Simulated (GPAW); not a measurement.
## Property calculation, with input and output: SiH3

SiH3, multiplicity 2, computed with PBE/real-space grid, UKS, scalar-relativistic datasets (GPAW 26.7.0).

The geometry comes from this level: GFN2-xTB.

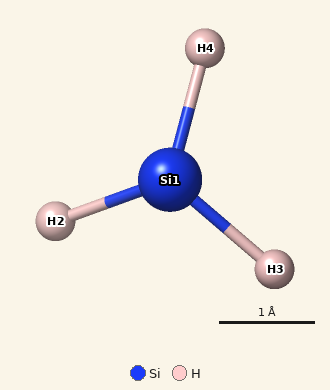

**Figure 1.** The structure as given in the input (ball-and-stick view, seen at a tilt; atoms are numbered from 1 in the order of the input). Bond lengths as drawn: H–Si 1.45 Å.

### Key numbers

```tsv
quantity	value
outcome	converged
energy relative to the program's reference atoms	−13.6936 eV
largest force	0.944 eV/Å
dipole moment	0.17 D
hardware	1 thread of Arm Neoverse V1, 24 GiB of memory available, shared host
wall time	21 s
peak memory	0.68 GiB
```

### Input (run.py)
```python
import numpy as np
from ase.io import read
from ase.units import Debye
from gpaw import GPAW

atoms = read('run.xyz')
atoms.center(vacuum=4.5)
atoms.set_initial_magnetic_moments([1.0, 0.0, 0.0, 0.0])

calc = GPAW(mode='fd',
            h=0.18,
            xc='PBE',
            occupations={'name': 'fermi-dirac', 'width': 0.0, 'fixmagmom': True},
            maxiter=150,
            symmetry='off',
            txt='-')
atoms.calc = calc

energy = atoms.get_potential_energy()
print(f'Energy: {energy:.5f} eV')
forces = atoms.get_forces()
print('Forces (eV/Ang)')
for symbol, f in zip(atoms.symbols, forces):
    print(f'{symbol:2} {f[0]:9.4f} {f[1]:9.4f} {f[2]:9.4f}')
dipole = atoms.get_dipole_moment() / Debye
print(f'Dipole: {np.linalg.norm(dipole):.3f} D')
print('Moments:', atoms.get_magnetic_moments().round(3))
```

### File run.xyz
```
4

Si     0.206560    -0.018900    -0.115090
H      0.587110     0.661780     1.105640
H     -0.194960    -1.401590     0.043390
H     -0.598710     0.758710    -1.033940
```

Run as:
```bash
python3 -u run.py | tee run.out
```

### What the program printed
```
__  _  _
 | _ |_)|_||  |
 |__||  | ||/\| - 26.7.0

units:  Angstrom and eV
cores:  1
OpenMP: False

Versions:
  Python: 3.12.14
  ASE:    3.29.0
  Numpy:  2.5.5
  Scipy:  1.18.1
  Libxc:  7.0.0

        _gpaw.cpython-312-aarch64-linux-gnu.so

Input parameters:
  mode=FD(),
  h=0.18,
  maxiter=150,
  occupations=Occupations(name='fermi-dirac', width=0.0, fixmagmom=True),
  symmetry=Symmetry(point_group=False, time_reversal=False),
  xc=XC(name='PBE')

Diagonalizing LCAO Hamiltonian
Converting LCAO to fd mode
        .------------------------.
       /|                        |
      / |                        |
     /  |                        |
    /   |                        |
   /    |                        |
  /     |                        |
 *      |                        |
 |      |                        |
 |      |          H             |
 |      |         Si             |
 |      |       H                |
 |      |                        |
 |      |                        |
 |      .------------------------.
 |     /                        /
 |    /                        /
 |   /                        /
 |  /                        /
 | /                        /
 |/                        /
 *------------------------*

Atoms  # Å, Bohr magnetons
|   | symbol |        x |        y |        z |    initial magnetic moments |
|---|--------|----------|----------|----------|-----------------------------|
| 0 |     Si | 5.305270 | 5.882690 | 5.418850 | ( 0.0000,  0.0000,  1.0000) |
| 1 |      H | 5.685820 | 6.563370 | 6.639580 | ( 0.0000,  0.0000,  0.0000) |
| 2 |      H | 4.903750 | 4.500000 | 5.577330 | ( 0.0000,  0.0000,  0.0000) |
| 3 |      H | 4.500000 | 6.660300 | 4.500000 | ( 0.0000,  0.0000,  0.0000) |

Unit cell  # Å
| periodic |         x |         y |         z |   lengths |    angles |
|----------|-----------|-----------|-----------|-----------|-----------|
|       no | 10.185820 |  0.000000 |  0.000000 | 10.185820 | 90.000000 |
|       no |  0.000000 | 11.160300 |  0.000000 | 11.160300 | 90.000000 |
|       no |  0.000000 |  0.000000 | 11.139580 | 11.139580 | 90.000000 |

Number of symmetries: 1
Symmetry operations  # r_c * U_cc + t_c -> r_c
|   | kind |            matrix            |
|---|------|------------------------------|
| 0 |  E   |  1, 0, 0,  0, 1, 0,  0, 0, 1 |

BZ-sampling:
  Number of BZ points: 1
  Number of IBZ points: 1

  Monkhorst-Pack size: [1, 1, 1]
  Monkhorst-Pack shift: [0, 0, 0]

K-points  # in reciprocal-cell coordinates
|   |                                coordinates |     weight |
|---|--------------------------------------------|------------|
| 0 | (  0.00000000,   0.00000000,   0.00000000) | 1.00000000 |

Uniform wave function grid shape: (np.int64(55), np.int64(63), np.int64(59))
Spin-components: 2 (collinear spins)
Bands:           7
Projectors:      14
Spin-degeneracy: 1
Datatype:        float64

  Storage: CPU
  Wave functions: 22_896_720 bytes (22_896_720 per core)

Parallelization:
  kpt:    1
  domain: 1
  band:   1

Density:
  Valence electrons: 7.0
  Components: 2
  Grid points: [56 64 60]
  Charge: 0.0  # |e|

Potential:
  Grid points: [56 64 60]

species:
  Si:
    name:    Silicon
    Z:       14.0
    valence: 4
    core:    10
    charge:  0.0  # [|e|]
    file:    Si.PBE.gz
    compensation charges:
      type: gauss
      rc: 0.33  # [Å]
      lmax: 2
    cutoffs:
      filter: 1.86  # [Å]
      core: 2.06  # [Å]
    projectors
    | kind |    occ | energy [eV] | rcut [Å] |
    |------|--------|-------------|----------|
    |   3s |  2.000 |     -10.812 |    1.058 |
    |   3p |  2.000 |      -4.081 |    1.058 |
    |    s |        |      16.399 |    1.058 |
    |    p |        |      23.130 |    1.058 |
    |    d |        |       0.000 |    1.058 |

    Using partial waves for Si as LCAO basis

  H:
    name:    Hydrogen
    Z:       1.0
    valence: 1
    core:    0
    charge:  0.0  # [|e|]
    file:    H.PBE.gz
    compensation charges:
      type: gauss
      rc: 0.15  # [Å]
      lmax: 2
    cutoffs:
      filter: 0.85  # [Å]
      core: 0.53  # [Å]
    projectors
    | kind |    occ | energy [eV] | rcut [Å] |
    |------|--------|-------------|----------|
    |   1s |  1.000 |      -6.494 |    0.476 |
    |    s |        |      20.717 |    0.476 |
    |    p |        |       0.000 |    0.476 |

    Using partial waves for H as LCAO basis

Reference energy: -7923.814737  # eV

eigensolver:
  PPCG
  Converge bands: occupied
  niter=2

density mixing:
  MSR1-Mixer
  Pratt-step length: 0.05
  Maximum mixing coefficient: 0.75
  Old densities: 10
  SVD Regularization: 0.005
  Good broyden scale: 1.0
  Trust region scale: 1.0
  Backstep threshold: 4.0
  History deletion threshold: 6.0
  Fourier metric: weight=20.0, sigma=0.015

occupation numbers:
  Fixed magnetic moment: 1.000
  # Zero width

FastPoissonSolver using
    Stencil: 6*3+1=19 point O(h^6) finite-difference Laplacian
    FFT axes: []
    FST axes: [np.int64(0), np.int64(2), np.int64(1)]

xc functional:
  name: PBE with 2 nearest neighbor stencil
interpolation: tri-quintic # 5. degree polynomial

Initialization done in: 1.821 s

convergence criteria:
- Maximum [total energy] change in last 3 cyles: 0.0005 eV / valence electron
- Maximum integral of absolute [dens]ity change: 0.0001 electrons / valence electron
- Maximum integral of absolute [eigenst]ate change: 4e-08 eV^2 / valence electron
maximum number of iterations: 150

SCF iterations
|iter     |     time |      energy | eigst |  dens |  magmom |
|---------|----------|-------------|-------|-------|---------|
|iter:   1| 00:00:02 |  -14.424653 | +1.19 |       |  +0.9899|
|iter:   2| 00:00:04 |  -14.367333 | +0.03 | -0.41 |  +0.9904|
|iter:   3| 00:00:05 |  -13.652696 | +0.32 | -0.44 |  +0.9975|
|iter:   4| 00:00:06 |  -13.682986 | -0.64 | -1.06 |  +0.9990|
|iter:   5| 00:00:08 |  -13.692462 | -1.46 | -1.42 |  +0.9998|
|iter:   6| 00:00:09 |  -13.693510 | -2.10 | -1.92 |  +1.0000|
|iter:   7| 00:00:10 |  -13.693568c| -2.97 | -2.59 |  +1.0000|
|iter:   8| 00:00:12 |  -13.693578c| -3.63 | -3.05 |  +1.0000|
|iter:   9| 00:00:13 |  -13.693580c| -4.44 | -3.59 |  +1.0000|
|iter:  10| 00:00:15 |  -13.693580c| -5.07 | -3.98 |  +1.0000|
|iter:  11| 00:00:16 |  -13.693580c| -5.74 | -4.36c|  +1.0000|
|iter:  12| 00:00:18 |  -13.693580c| -6.33 | -4.56c|  +1.0000|
|iter:  13| 00:00:19 |  -13.693580c| -7.08 | -5.26c|  +1.0000|
|iter:  14| 00:00:20 |  -13.693580c| -7.72c| -5.19c|  +1.0000|

Converged in 14 steps
SCF loop duration: 18.636 s (1.331 s/step)
Energy contributions relative to reference atoms: (reference = -7923.814737)

Energy contributions:
  Kinetic:          19.787664
  Coulomb:         -20.234889
  Zero:             -0.036471
  External:          0.000000
  Xc:              -13.209884
  Entropy:           0.000000
  Spinorbit:         0.000000
  ----------------------------
  Free energy:     -13.693580
  Extrapolated:    -13.693580

dipole moment: (-0.029732, 0.002960, 0.017115)  # |e|*Ang

Total magnetic moment: (0.000000, 0.000000, 1.000000)

Local magnetic moments
|        x |        y |         z |
|----------|----------|-----------|
| 0.000000 | 0.000000 |  0.300049 |  # Si   0
| 0.000000 | 0.000000 | -0.001411 |  # H    1
| 0.000000 | 0.000000 | -0.001401 |  # H    2
| 0.000000 | 0.000000 | -0.001411 |  # H    3

Fermi levels: -1.807, -4.093
Eigenvalues  # (at kpt = [0.000, 0.000, 0.000])
| band index |      eig [eV] | occ [0-1] |      eig [eV] | occ [0-1] |
|------------|---------------|-----------|---------------|-----------|
|          0 |       -13.507 |     1.000 |       -13.006 |     1.000 |
|          1 |        -8.968 |     1.000 |        -8.818 |     1.000 |
|          2 |        -8.966 |     1.000 |        -8.816 |     1.000 |
|          3 |        -4.987 |     1.000 |        -3.200 |     0.000 |
|          4 |        -0.413 |     0.000 |        -0.111 |     0.000 |
|          5 |         0.047 |     0.000 |         0.335 |     0.000 |
|          6 |         0.068 |     0.000 |         0.372 |     0.000 |

Gap: 2.787 eV
Transition (v -> c):
  (s=1, k=0, n=3, [0.00, 0.00, 0.00]) -> (s=0, k=0, n=4, [0.00, 0.00, 0.00])
No difference between direct/indirect transitions
vacuum-level: 0.000  # V
Energy: -13.69358 eV

Forces  # eV/Ang
|        x |        y |        z |
|----------|----------|----------|
|  0.82330 | -0.07847 | -0.45593 |  # Si   0
|  0.07063 |  0.37695 |  0.71918 |  # H    1
| -0.34304 | -0.72913 |  0.16374 |  # H    2
| -0.55684 |  0.43337 | -0.41888 |  # H    3

Force computation time: 0.049  # s
Forces (eV/Ang)
Si    0.8233   -0.0785   -0.4559
H     0.0706    0.3770    0.7192
H    -0.3430   -0.7291    0.1637
H    -0.5568    0.4334   -0.4189
Dipole: 0.165 D
Moments: [ 0.3   -0.001 -0.001 -0.001]
```
